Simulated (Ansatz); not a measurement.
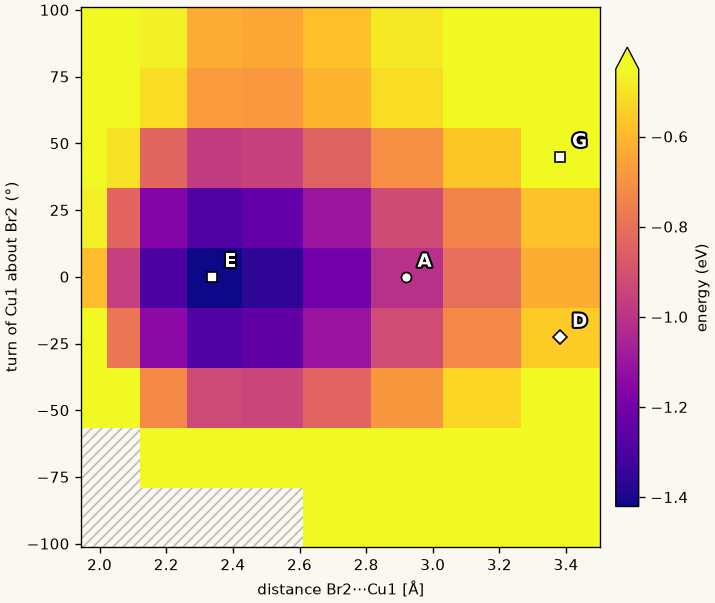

BrCuH, charge +1. 
- The turn is about an axis along (−0.59, 0.81, 0.00) in the frame of the relaxed pair, normal to the line between the partners.
- The first coordinate is: distance Br2···Cu1; the second: turn of Cu1 about Br2.
- The grid has 9 × 9 points. At 7 points there is no value (left out of the scan, as a rule where atoms come close).
- Points are written as (first, second).
- Energies are in eV, from the ion and the molecule far apart, frozen as in the relaxed pair, each in its own basis (no counterpoise correction).
- Energies and slopes of some neighbouring points disagree (a jump in structure or state, or too coarse a mesh).
- The calculation used RKS wB97X-V/def2-SVPD (Ansatz).

In the figure: one coloured cell a grid point, one colour for all values above the top of the scale, hatched blanks where no value was computed, lettered points.

Question: Is A the lowest point of the computed grid?

Answer: No. A lies 0.41 eV above the lowest grid point, which is at (2.338 Å, 0.0°).

Question: Rank the lettered points by energy, lowest first.

Answer: E (−1.42 eV), A (−1.01 eV), D (−0.56 eV), G (−0.44 eV).
